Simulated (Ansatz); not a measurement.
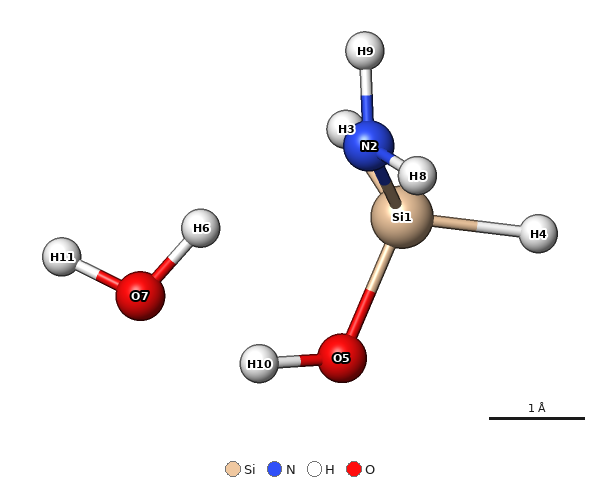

The structure (ball-and-stick view, seen at a tilt; atoms are numbered from 1 in the order of the input). Bond lengths as drawn: H–N 1.01 Å, H–O 0.96 to 0.98 Å, H–Si 1.48 to 1.49 Å, N–Si 1.74 Å and O–Si 1.63 Å.

# Single-point calculation of SiNH₇O₂

The run: single-point calculation of SiNH₇O₂. Method and program: RKS PBE0-D4/def2-TZVPP (Ansatz 0.2.0).

The geometry is the reactant side of a reaction. The reaction was set up to form Si1–O7 and N2–H6 and to break Si1–N2 and H6–O7 (atoms counted from 1 in the order of the input); sticks are drawn by distance alone. The geometry comes from this level: PBE0-D4/def2-TZVP.

Input file
```yaml
crystal:
  periodic: [false, false, false]
  atoms:
    - {symbol: Si, position_ang: [-1.161571, 0.527752, 0.000962]}
    - {symbol: N, position_ang: [-0.518383, -1.070872, 0.275381]}
    - {symbol: H, position_ang: [-1.452155, 0.539158, -1.459253]}
    - {symbol: H, position_ang: [-2.396310, 0.827845, 0.766838]}
    - {symbol: O, position_ang: [-0.067768, 1.637777, 0.476181]}
    - {symbol: H, position_ang: [1.392743, -0.592699, -0.096330]}
    - {symbol: O, position_ang: [2.136434, 0.038615, -0.139531]}
    - {symbol: H, position_ang: [-0.479201, -1.402553, 1.229793]}
    - {symbol: H, position_ang: [-0.872749, -1.806816, -0.319333]}
    - {symbol: H, position_ang: [0.849613, 1.407858, 0.248406]}
    - {symbol: H, position_ang: [2.569349, -0.106067, -0.983114]}
basis:
  gaussian: {orbitals: def2-TZVPP}
hamiltonian: {xc: pbe0, dispersion: d4}
output: {orbitals: {seedname: orbitals}}
```

Hardware: 4 threads of Arm Neoverse N1, 23 GiB of memory available, shared host.

Launch command:
```bash
ansatz run in.yaml --threads 4 --pin off --events-out ev --progress --plain --max-ram 9574MiB
```

Log
```
Functional definition: PBE0
  name "PBE0"
  cite "Adamo & Barone, J. Chem. Phys. 110, 6158 (1999) doi:10.1063/1.478522"
  cite "Perdew, Burke & Ernzerhof, Phys. Rev. Lett. 77, 3865 (1996) doi:10.1103/PhysRevLett.77.3865"
  parent pbe
  parameter a = 0.25
  parameter kappa = 0.804
  parameter beta = 0.06672455060314922
  exchange = (1 - a)*pbe_x(kappa = kappa, mu = beta*pi^2/3) + a*exact_x
  correlation = pbe_c(beta = beta)
1161 factors; their error is unknown
mean field evaluation 1: about -13559.8196 eV, gradient 8.5e1 eV
mean field evaluation 2: about -13545.4016 eV, gradient 1.2e2 eV
mean field evaluation 4: about -13571.5159 eV, gradient 5.9e0 eV
mean field evaluation 8: about -13571.5770 eV, gradient 2.3e-2 eV
mean field evaluation 16: about -13571.6064 eV, gradient 2.0e-5 eV
mean field -13571.60644893 eV, -498.7473378328 hartree, gradient 2.0e-5 eV, S^2 0.000000; 0 other end points of the search recorded, 0 dependent functions left out
reference -13571.60647925 eV, -498.7473389471 hartree; 22, 22 occupied and 211, 211 virtual orbitals, 1161 factors
Total energy: -13571.75509167 eV, -498.7528003530 hartree
```

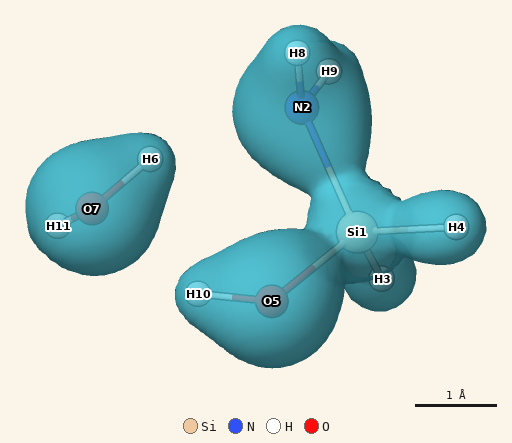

Isosurface of the electron density at 0.6 e/Å³ (cyan), seen at a tilt. At this value the surface falls into two separate pieces. It is pinched off along the N···H (2.00 Å) contacts. On the grid the lowest density along these lines, outside the cores, is 0.19 e/Å³ (N···H, 2.00 Å), 1.1 e/Å³ (Si–O, 1.63 Å), 0.9 e/Å³ (Si–N, 1.74 Å) and 2.5 e/Å³ (O–H, 0.96 Å).

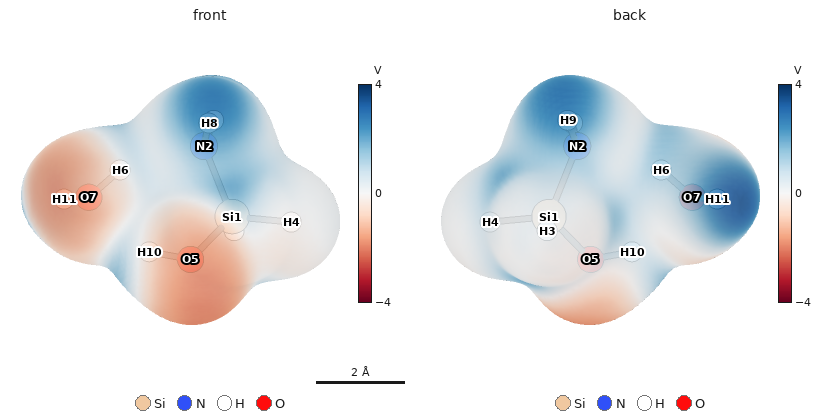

The electrostatic potential painted on the density surface at 0.004 e/bohr³, seen at a tilt and from behind; red is negative and blue positive.

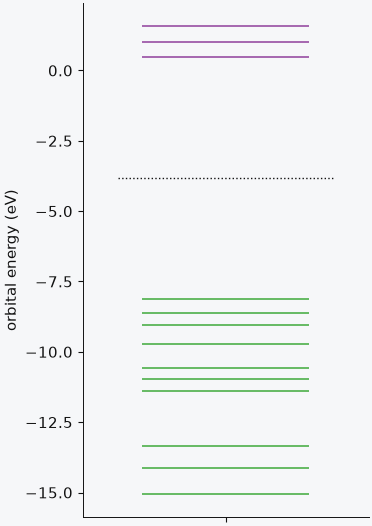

Orbital energies near the frontier; the dotted line parts filled from empty levels, and levels within 0.02 eV of each other stand side by side. Highest filled −8.11 eV, lowest empty 0.47 eV, 8.58 eV apart.

Key numbers

```json
{"quantity": "outcome", "value": "converged"}
{"quantity": "total energy", "value": "−13571.7551 eV"}
{"quantity": "mean-field energy", "value": "−13571.6065 eV"}
{"quantity": "dispersion energy", "value": "−0.1486 eV"}
{"quantity": "SCF solution under orbital rotations", "value": "stable"}
{"quantity": "HOMO", "value": "−8.11 eV"}
{"quantity": "LUMO", "value": "0.47 eV"}
{"quantity": "wall time", "value": "3.7 s (CPU time 13 s)"}
{"quantity": "peak memory", "value": "0.47 GiB"}
```
